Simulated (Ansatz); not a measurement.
**Nudged elastic band of C3H9ClSi (part 2 of 2)**

C3H9ClSi; UKS PBE0-D4/6-31G (Ansatz 0.2.0). It belongs to a series of runs on one base structure; here: band between the two ends.

Geometry of the input (Å):
```
Si 0.1870  0.4524  0.7236
C  -0.2062  -0.6546  -0.7719
C  -1.3634  -1.6272  -0.5261
C  1.6084  1.6670  0.4245
H  1.4011  2.2898  -0.4514
H  0.3965  -0.3676  1.9662
Cl -1.6169  1.6409  1.1356
H  0.7156  -1.2011  -1.0204
H  -0.4231  -0.0036  -1.6285
H  -2.2883  -1.0880  -0.2956
H  -1.1504  -2.2982  0.3139
H  -1.5492  -2.2483  -1.4092
H  2.5403  1.1160  0.2501
H  1.7484  2.3226  1.2890
```

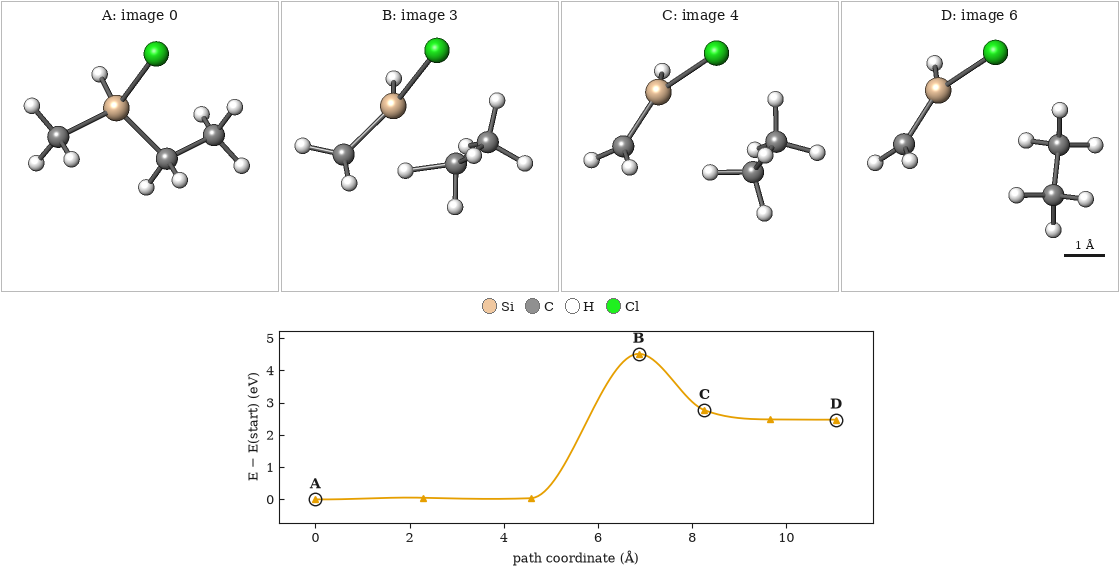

Figure 1. Images of the last band (counted from 0; ball-and-stick, seen at a tilt) above the energy along the path; the line is a cubic interpolation that uses the forces. The highest image is number 3, 4.515 eV above the start and 2.042 eV above the end (the climbing image); the end lies 2.473 eV above the start. The path is 11.06 Å long. The band converged in 31 iterations.

```
Total energy: -23641.41217643 eV, -868.8058727589 hartree
Atom 0 at     0.094967     0.818165     1.029035 Å, force     0.013673    -0.002863     0.004699 eV/Å
Atom 1 at    -0.247875    -0.218414    -0.878512 Å, force    -0.009327    -0.006635     0.002163 eV/Å
Atom 2 at    -0.993953    -1.499370    -0.514402 Å, force    -0.001735    -0.001277     0.000511 eV/Å
Atom 3 at     1.776093     1.274105     0.626119 Å, force    -0.014240    -0.008213    -0.001766 eV/Å
Atom 4 at     0.900981     0.036157    -0.308077 Å, force     0.012848    -0.000756     0.000625 eV/Å
Atom 5 at    -0.082363    -0.324179     1.974498 Å, force    -0.000002    -0.001327    -0.000153 eV/Å
Atom 6 at    -1.858871     1.920789     1.177293 Å, force    -0.012030     0.008310    -0.000179 eV/Å
Atom 7 at     0.424992    -0.407727    -1.736004 Å, force    -0.000367     0.004686     0.001415 eV/Å
Atom 8 at    -0.904049     0.579364    -1.244775 Å, force    -0.004643    -0.000817    -0.004229 eV/Å
Atom 9 at    -1.825902    -1.299241     0.168235 Å, force     0.001742     0.001075    -0.000947 eV/Å
Atom 10 at    -0.328922    -2.222105    -0.029304 Å, force     0.003135     0.001557    -0.000397 eV/Å
Atom 11 at    -1.408190    -1.974386    -1.409228 Å, force     0.000592     0.001846    -0.001253 eV/Å
Atom 12 at     2.508346     1.442001     1.413735 Å, force     0.003581     0.002990     0.001542 eV/Å
Atom 13 at     1.944748     1.874839    -0.268710 Å, force     0.006774     0.001424    -0.002031 eV/Å
Dipole moment:     0.319912    -0.576281    -0.375675 e Å
this run last wrote the band of iteration 31 to [file]
```

The last band as extended XYZ (Å, eV, eV/Å)
```
14
Properties=species:S:1:pos:R:3:forces:R:3 image=0 energy=-23645.92728
Si    0.1870    0.4524    0.7236   -0.0028  -0.0065   0.0093
C    -0.2062   -0.6546   -0.7719    0.0035   0.0008  -0.0033
C    -1.3634   -1.6272   -0.5261   -0.0063  -0.0010   0.0033
C     1.6084    1.6670    0.4245    0.0068   0.0080  -0.0010
H     1.4011    2.2898   -0.4514    0.0061  -0.0096   0.0145
H     0.3965   -0.3676    1.9662    0.0072  -0.0014  -0.0023
Cl   -1.6169    1.6409    1.1356    0.0017   0.0019  -0.0058
H     0.7156   -1.2011   -1.0204   -0.0018   0.0021   0.0022
H    -0.4231   -0.0036   -1.6285    0.0011   0.0001  -0.0018
H    -2.2883   -1.0880   -0.2956    0.0024  -0.0017  -0.0008
H    -1.1504   -2.2982    0.3139   -0.0023   0.0019  -0.0011
H    -1.5492   -2.2483   -1.4092    0.0025   0.0025   0.0012
H     2.5403    1.1160    0.2501   -0.0178   0.0140   0.0018
H     1.7484    2.3226    1.2890   -0.0002  -0.0112  -0.0161
14
Properties=species:S:1:pos:R:3:forces:R:3 image=1 energy=-23645.87713
Si    0.3616    0.2856    0.7722   -0.0035   0.0033  -0.0127
C    -0.2069   -0.6624   -0.7790   -0.0145   0.0089   0.0026
C    -1.4867   -1.4811   -0.5824    0.0093  -0.0014   0.0006
C     1.5767    1.6965    0.3954    0.0006  -0.0048   0.0111
H     2.0895    1.5134   -0.5548    0.0150  -0.0253   0.0097
H     0.8817   -0.6602    1.8189   -0.0126   0.0057   0.0043
Cl   -1.4206    1.2009    1.6852    0.0090  -0.0031   0.0065
H     0.6304   -1.3164   -1.0659   -0.0049   0.0168  -0.0065
H    -0.3330    0.0600   -1.5958   -0.0152   0.0043   0.0038
H    -2.3343   -0.8301   -0.3466    0.0030  -0.0111   0.0059
H    -1.3859   -2.1998    0.2388    0.0145  -0.0025  -0.0084
H    -1.7333   -2.0436   -1.4894   -0.0011  -0.0012  -0.0014
H     2.3256    1.7933    1.1858   -0.0064   0.0127   0.0086
H     1.0352    2.6440    0.3175    0.0069  -0.0023  -0.0244
14
Properties=species:S:1:pos:R:3:forces:R:3 image=2 energy=-23645.89057
Si    0.1571    0.4575    0.7546   -0.0121  -0.0042  -0.0129
C    -0.4691   -0.3699   -0.8409   -0.0121   0.0000  -0.0013
C    -1.3167   -1.6161   -0.5727   -0.0149  -0.0046   0.0003
C     1.7483    1.4397    0.4793    0.0291   0.0081   0.0021
H     2.4866    0.7645    0.0313    0.0655   0.0330   0.0113
H     0.3050   -0.5486    1.8617    0.0052  -0.0019  -0.0026
Cl   -1.4165    1.8282    1.4481    0.0237  -0.0087   0.0114
H     0.4110   -0.6211   -1.4494    0.0078  -0.0135   0.0101
H    -1.0372    0.3764   -1.4104   -0.0031  -0.0132  -0.0071
H    -2.1958   -1.3755    0.0349   -0.0168  -0.0035  -0.0083
H    -0.7396   -2.3776   -0.0359   -0.0233  -0.0090   0.0004
H    -1.6702   -2.0636   -1.5077   -0.0115  -0.0013  -0.0055
H     2.1544    1.8320    1.4149   -0.0203   0.0129   0.0001
H     1.5826    2.2741   -0.2080   -0.0173   0.0060   0.0021
14
Properties=species:S:1:pos:R:3:forces:R:3 image=3 energy=-23641.41215
Si    0.0950    0.8182    1.0290    0.0137  -0.0029   0.0047
C    -0.2479   -0.2184   -0.8785   -0.0093  -0.0066   0.0022
C    -0.9940   -1.4994   -0.5144   -0.0017  -0.0013   0.0005
C     1.7761    1.2741    0.6261   -0.0142  -0.0082  -0.0018
H     0.9010    0.0362   -0.3081    0.0128  -0.0008   0.0006
H    -0.0824   -0.3242    1.9745    0.0000  -0.0013  -0.0002
Cl   -1.8589    1.9208    1.1773   -0.0120   0.0083  -0.0002
H     0.4250   -0.4077   -1.7360   -0.0004   0.0047   0.0014
H    -0.9040    0.5794   -1.2448   -0.0046  -0.0008  -0.0042
H    -1.8259   -1.2992    0.1682    0.0017   0.0011  -0.0009
H    -0.3289   -2.2221   -0.0293    0.0031   0.0016  -0.0004
H    -1.4082   -1.9744   -1.4092    0.0006   0.0018  -0.0013
H     2.5083    1.4420    1.4137    0.0036   0.0030   0.0015
H     1.9447    1.8748   -0.2687    0.0068   0.0014  -0.0020
14
Properties=species:S:1:pos:R:3:forces:R:3 image=4 energy=-23643.15941
Si    0.2092    1.0885    1.5611    0.0474   0.1186   0.2395
C    -0.1821   -0.4207   -1.2171    0.0240  -0.0987  -0.1470
C    -0.9968   -1.5602   -0.6079   -0.0049  -0.0287  -0.0361
C     1.7305    1.5707    0.9224   -0.0034   0.1419   0.1343
H     0.6368   -0.1109   -0.5627   -0.1227  -0.0583  -0.1286
H    -0.0594   -0.1327    2.3630    0.0313   0.0795   0.1797
Cl   -1.6858    1.9515    0.9879    0.0856   0.0071  -0.0658
H     0.2987   -0.7129   -2.1526   -0.0685  -0.1342  -0.1963
H    -0.8064    0.4574   -1.4182    0.0301  -0.0519  -0.0725
H    -1.7175   -1.2030    0.1383    0.0573   0.0374  -0.0035
H    -0.3511   -2.2977   -0.1175   -0.0028  -0.0377  -0.0464
H    -1.5686   -2.0817   -1.3808   -0.0769  -0.0454   0.0156
H     2.6339    1.1654    1.3647    0.0615  -0.1249  -0.0370
H     1.8586    2.2865    0.1193   -0.0580   0.1954   0.1640
14
Properties=species:S:1:pos:R:3:forces:R:3 image=5 energy=-23643.44775
Si    0.2566    1.1385    1.7923    0.0064   0.0194   0.0034
C    -0.2485   -0.6000   -1.5782   -0.0097  -0.0021  -0.0315
C    -0.9896   -1.5848   -0.6780   -0.0061  -0.0039   0.0310
C     1.7709    1.7355    1.2446   -0.0205  -0.0193   0.0126
H     0.5941   -0.1339   -1.0550    0.0025   0.0014  -0.0054
H    -0.0123    0.0323    2.7469    0.0005   0.0005   0.0044
Cl   -1.5958    1.9897    1.0921    0.0095   0.0001   0.0015
H     0.1513   -1.0990   -2.4679   -0.0012  -0.0050   0.0000
H    -0.9117    0.2038   -1.9163   -0.0008  -0.0059   0.0039
H    -1.4269   -1.0820    0.1933    0.0103   0.0029  -0.0055
H    -0.3229   -2.3733   -0.3101    0.0005   0.0021  -0.0051
H    -1.8138   -2.0709   -1.2111    0.0005  -0.0017  -0.0133
H     2.6921    1.2940    1.6117    0.0096   0.0024   0.0037
H     1.8566    2.5502    0.5356   -0.0015   0.0093   0.0001
14
Properties=species:S:1:pos:R:3:forces:R:3 image=6 energy=-23643.45449
Si    0.2811    0.9906    1.9280   -0.0072  -0.0031  -0.0008
C    -0.2211   -0.6308   -1.7426    0.0105   0.0162  -0.0225
C    -0.9947   -1.3860   -0.6649   -0.0042  -0.0056  -0.0024
C     1.7146    1.6539    1.2547   -0.0053   0.0045   0.0054
H     0.4188    0.1442   -1.3034   -0.0159  -0.0214  -0.0119
H     0.1242   -0.2186    2.7771    0.0060   0.0055  -0.0030
Cl   -1.6349    1.9184    1.5855    0.0032   0.0011   0.0016
H     0.4233   -1.3069   -2.3173   -0.0176   0.0219   0.0137
H    -0.9023   -0.1400   -2.4476    0.0253  -0.0150   0.0182
H    -1.6590   -0.7148   -0.1075    0.0063  -0.0076  -0.0014
H    -0.3162   -1.8651    0.0519   -0.0094   0.0044  -0.0022
H    -1.6193   -2.1746   -1.1000    0.0070   0.0074   0.0084
H     2.6730    1.1788    1.4394    0.0016  -0.0028  -0.0038
H     1.7125    2.5510    0.6466   -0.0003  -0.0054   0.0007
```
